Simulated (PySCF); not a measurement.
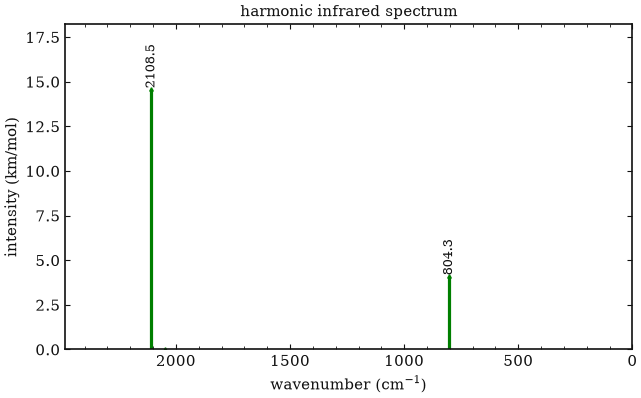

IR spectrum of TlH₂⁺, singlet, at a minimum, with Tl as the central atom. Unscaled harmonic wavenumbers and double-harmonic intensities, PBE0/def2-TZVP (ECP) in PySCF 2.14.0, isolated molecule. Structures are the lowest points that the searches found. Degenerate modes count as one line, with their intensities summed.

Which point group goes with this spectrum?

The calculation gave D∞h. Its 4 modes give 3 distinct wavenumbers, 2 with an intensity of 0.05 km/mol or more.
| cm⁻¹ | km/mol | symmetry |
| --- | --- | --- |
| 804.3 | 4.1 | πu (×2) |
| 2046.7 | 0.0 | σg+ |
| 2108.5 | 14.6 | σu+ |

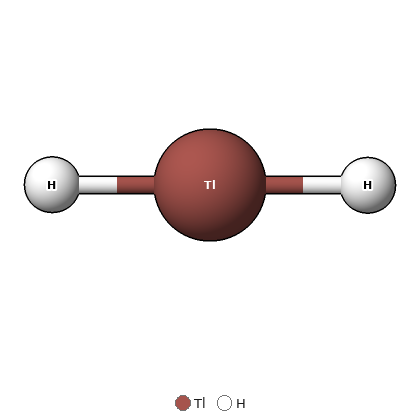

Caveats: spin-orbit coupling is left out, and with Tl it can shift these values.
